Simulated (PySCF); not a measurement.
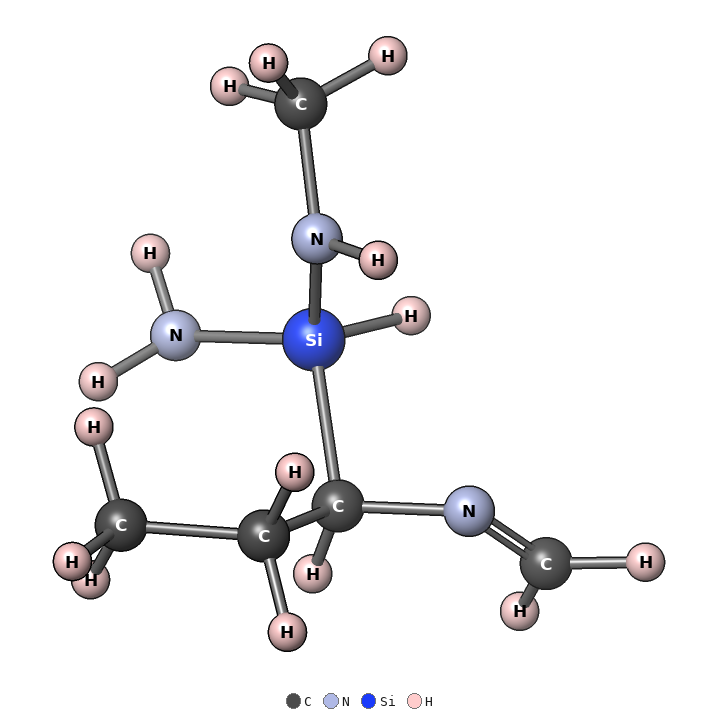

The computed structure is the end point of a GFN2-xTB optimisation. No frequency run is at hand to confirm it as a minimum. Properties computed with PBE0/pcSseg-1, gas phase (PySCF 2.14.0).

Computed properties:

The species is C5H15N3Si (`C=N[C@@H](CC)[Si@@H](N)NC`).
- dipole moment: 1.12 D
- HOMO energy (Kohn–Sham orbital): −6.58 eV
- LUMO energy (Kohn–Sham orbital): −0.14 eV
- HOMO–LUMO gap: 6.44 eV

The geometry is semi-empirical. Around Si such bond lengths and angles can be off by a tenth of an ångström or more and by several degrees, and values that hang on the shape move with them.
